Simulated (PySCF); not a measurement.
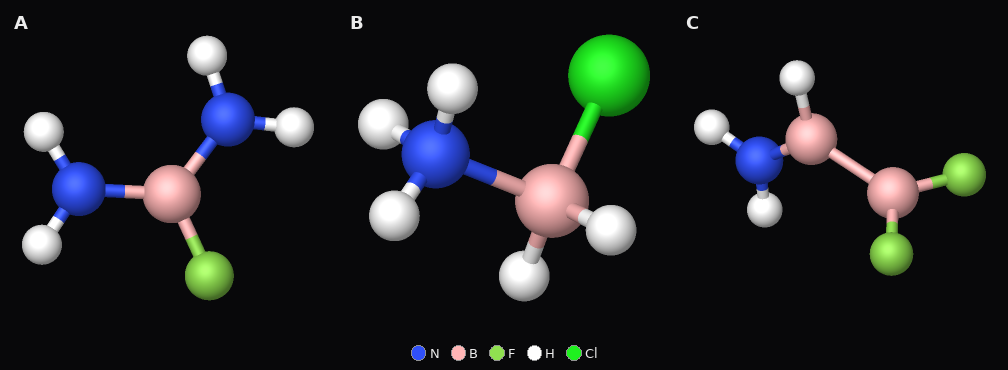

Simulated data, not a measurement (program: PySCF).

### Which panel belongs to which SMILES?
(1) NBB(F)F
(2) [NH3+][BH2-]Cl
(3) NB(N)F

A is (3), B is (2), C is (1).
